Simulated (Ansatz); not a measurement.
Where the default PAW files enter, the runs use the earlier of Ansatz's two default sets.

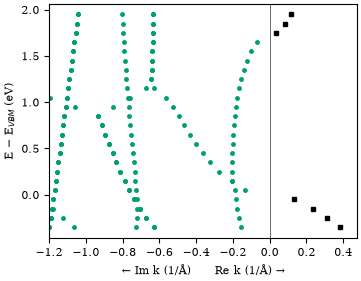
Complex bands at the centre of the two-dimensional zone; r2SCAN run with Ansatz (a program for electronic structure)

The gap is the functional's own. No spin-orbit coupling. Mid-gap values are those at the computed energy nearest the middle.

Task: This is SnO₂ (P4_2/mnm, rutile, 6 atoms a cell, 12.1 Å³ an atom) along the normal of (100). Read off the slowest decay at the centre of the two-dimensional zone at 0.85 eV, the computed energy nearest the middle of the gap.

Result: κ ≈ 0.19 1/Å, a decay length 1/(2κ) of the density of 2.6 Å.
